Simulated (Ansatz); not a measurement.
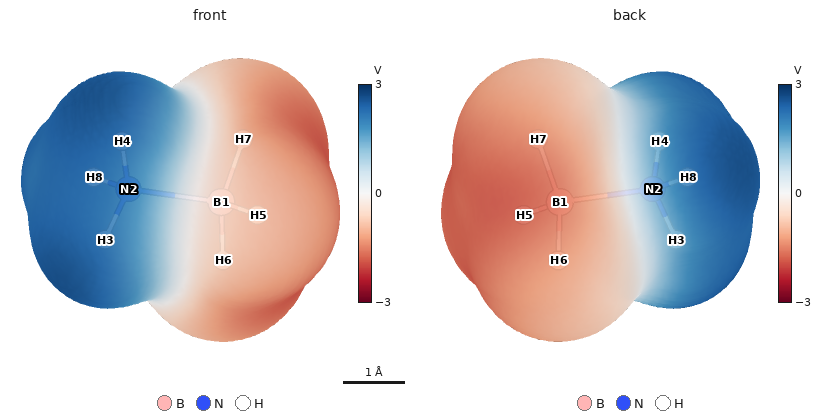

Figure. BH6N. The electrostatic potential painted on the density surface at 0.002 e/bohr³, seen from the front and from behind; the colour scale runs from red (negative) to blue (positive).

Computed with RKS LDA/def2-SVP in Ansatz.

Input file:

```
crystal:
  periodic: [false, false, false]
  atoms:
    - { symbol: B, position_ang: [-0.043613, 0.372311, -0.499704] }
    - { symbol: "N", position_ang: [-0.00855, 0.100185, 2.203889] }
    - { symbol: H, position_ang: [-0.833185, -0.214229, 2.721584] }
    - { symbol: H, position_ang: [0.842368, 0.061276, 2.770704] }
    - { symbol: H, position_ang: [1.060579, -0.031223, -0.821356] }
    - { symbol: H, position_ang: [-1.047213, -0.258838, -0.781241] }
    - { symbol: H, position_ang: [-0.155096, 1.468206, -0.009693] }
    - { symbol: H, position_ang: [-0.15509, 1.057813, 1.816217] }
basis:
  gaussian: { orbitals: def2-SVP }
hamiltonian:
  xc: lda
relax:
  f_tol: 0.03
  max_steps: 50
output:
  orbitals: {}
```

Command:

```sh
ansatz run input.yaml --threads 1 --pin off --max-ram 2048MiB --backend cpu --events-out ev --progress --plain --runs-dir out
```

The fields are those of the run's last geometry, not of the input's.

### Which sites attract a positive test charge, and which a negative one?

A positive charge is drawn to the negative regions and a negative charge to the positive ones. The most negative region (about −1.9 V) lies over H5, the most positive (about +2.6 V) over H3, H4 and H8.
